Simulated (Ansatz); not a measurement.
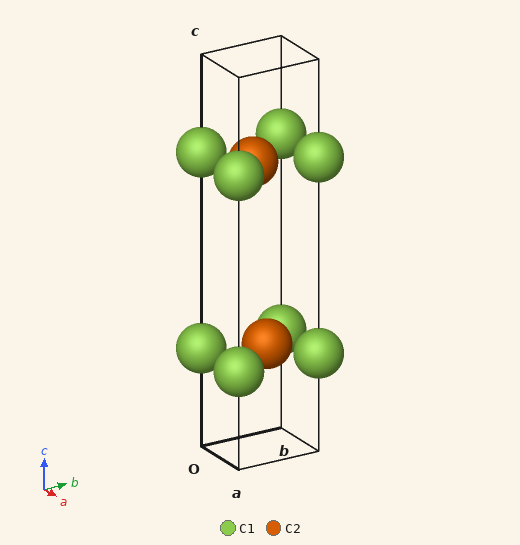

Crystal: C, the geometry relaxed at fixed volume with Ansatz, DFT r2SCAN, scalar-relativistic, plane waves, PAW. One unit cell; atoms that symmetry makes equivalent share a colour (atoms on faces, edges and corners are repeated). All values are computed from the atomic coordinates in the standard setting (tolerance 0.002 Å).

a = 2.458 Å, b = 2.458 Å, c = 8.214 Å, α = 90.00°, β = 90.00°, γ = 120.00°; space group P6₃/mmc (No. 194).

One atom of each site: C1 (0, 0, 1/4); C2 (1/3, 2/3, 1/4).

Give the multiplicity, Wyckoff letter and site symmetry of each site.

```tsv
site	Wyckoff	symmetry
C1	2b	-6m2
C2	2c	-6m2
```

How many free positional parameters does the structure have?

0: C1 0, C2 0.
